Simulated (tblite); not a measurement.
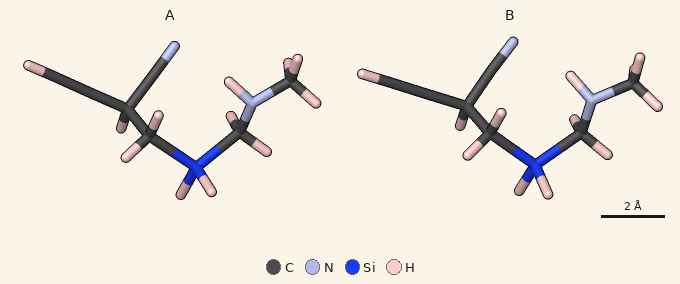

Two geometries of C7H12N2Si, drawn at one scale. One is the start of a relaxation, the other its converged end. A stick model, seen at a tilt.

Level of theory: GFN2-xTB geometry optimisation, gas phase in tblite. 

> Which of the two is the end point?

Structure A is the relaxed one. The energy falls by 16.7 kJ/mol in 95 geometry steps. The largest move after the best rigid fit is that of an H atom, 0.35 Å. Largest moves by element: H 0.35 Å, C 0.24 Å, N 0.15 Å, Si 0.09 Å. Some distances before and after: C–C 1.480 → 1.446 Å, C–Si 1.881 → 1.913 Å, C–H 1.072 → 1.049 Å, H–Si 1.482 → 1.462 Å. Bond angles that change, for instance: H–Si–H 106.9° → 111.3°, C–C–C 111.8° → 107.4°, Si–C–H 109.6° → 113.1°.
